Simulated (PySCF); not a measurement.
# C3H7F2Si2 (SMILES C=C([SiH2][SiH3])[C](F)F) (doublet): what the fields show

```yaml
atoms:
  - { symbol: C, position_ang: [0.2982, 2.1890, -0.3346] }
  - { symbol: C, position_ang: [0.6239, 0.9057, 0.0358] }
  - { symbol: Si, position_ang: [0.1657, -0.6167, -1.0146] }
  - { symbol: Si, position_ang: [-1.5037, -1.8241, 0.0430] }
  - { symbol: C, position_ang: [1.2785, 0.6562, 1.2073] }
  - { symbol: F, position_ang: [1.6825, 1.5612, 2.1021] }
  - { symbol: F, position_ang: [1.6138, -0.5684, 1.6256] }
  - { symbol: H, position_ang: [0.5459, 3.0394, 0.2773] }
  - { symbol: H, position_ang: [-0.2103, 2.3735, -1.2611] }
  - { symbol: H, position_ang: [-0.2101, -0.0418, -2.3138] }
  - { symbol: H, position_ang: [1.4203, -1.3485, -1.2310] }
  - { symbol: H, position_ang: [-1.1056, -2.3111, 1.3652] }
  - { symbol: H, position_ang: [-1.8813, -2.9924, -0.7569] }
  - { symbol: H, position_ang: [-2.7183, -1.0226, 0.2334] }
```

Geometry: GFN2-xTB.

All numbers below come from UKS B3LYP, pcH-1 on C F H Si, non-relativistic, mean-field spin-orbit, GIAO (PySCF).

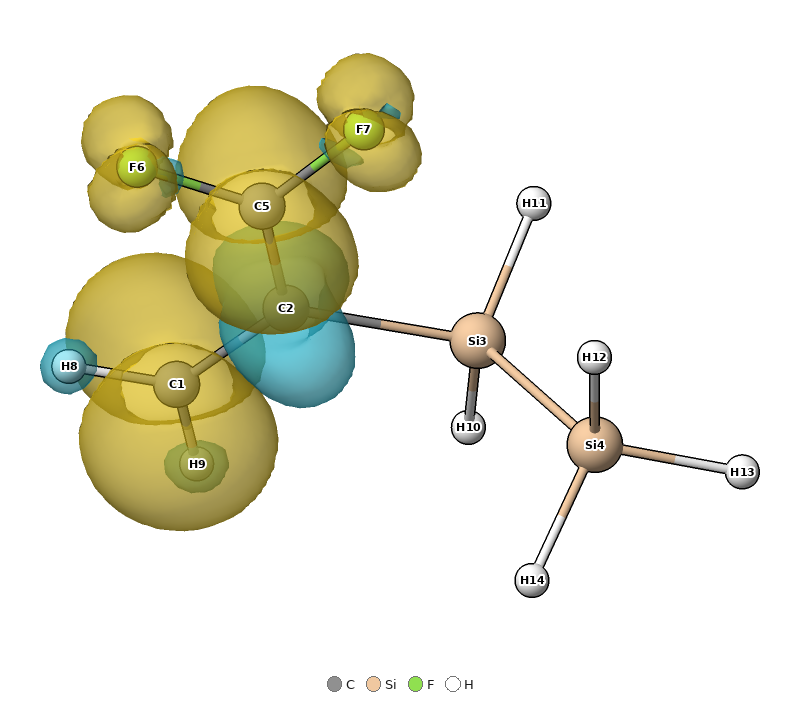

Figure 1. Isosurfaces of the spin density at +0.02 (yellow) and −0.02 e/Å³ (cyan), seen at an oblique angle.

Where is the unpaired spin?

Answer. The unpaired spin (1 electron) lies mostly on C1 (about 0.5) and C5 (about 0.4), in electrons by Hirshfeld's partition.

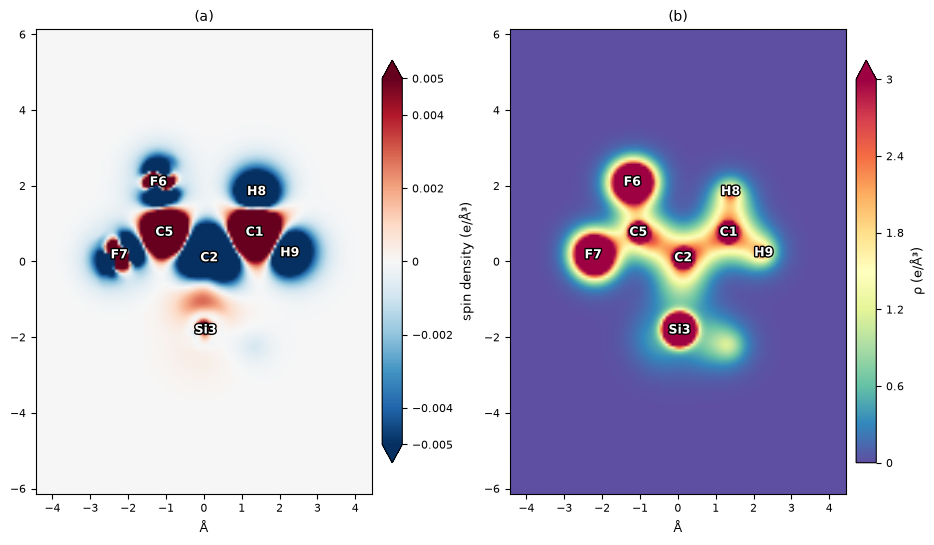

Figure 2. (a) spin density (α minus β); (b) electron density on the plane of atoms C1, C2 and C5.

What do the fields say about this system?

Answer. Atoms in the plane: C, Si, F and H.
C–F (1.34 Å): the density is about 2.3 e/Å³ at the midpoint.
C–C (1.36 Å): the density is about 2.2 e/Å³ at the midpoint.
C–Si (1.91 Å): ρ at the midpoint is about 0.89 e/Å³.
C–H (1.07 Å): ρ at the midpoint is about 2.1 e/Å³.

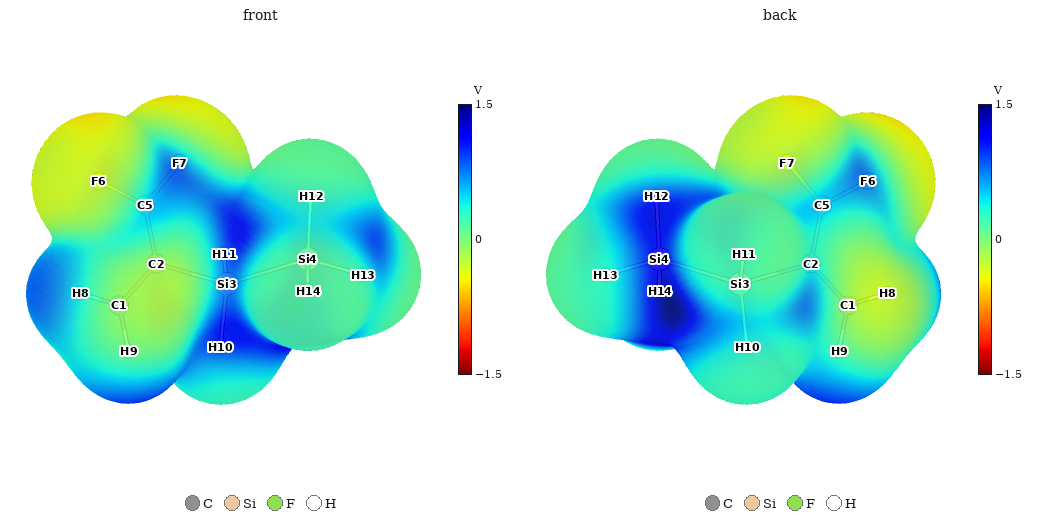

Figure 3. The electrostatic potential painted on the density surface at 0.002 e/bohr³, seen from the front and from behind; red is negative and blue positive.

Where is the surface potential most negative and most positive?

Answer. The most negative region (about −0.5 V) lies over F6 and F7, the most positive (about +1.4 V) over Si3.
